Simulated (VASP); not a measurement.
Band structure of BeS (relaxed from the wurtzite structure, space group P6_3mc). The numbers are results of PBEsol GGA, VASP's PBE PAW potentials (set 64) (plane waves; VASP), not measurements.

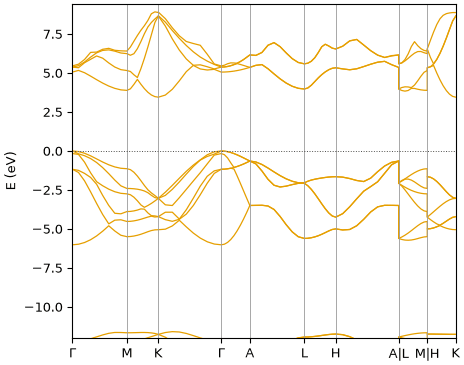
*Bands along high-symmetry lines, zero at the valence-band maximum or, without a gap, the Fermi level*

### Question
Read the plot: is there a gap, and where are the band edges?

### Answer
The gap is indirect, 3.45 eV, from the valence maximum at Γ to the conduction minimum at K. (Edges off the drawn lines would not show.)

The structure was generated: BeS was put into the wurtzite type (P6_3mc), which need not be its known phase. It was relaxed first, which changed the volume by +14 %.
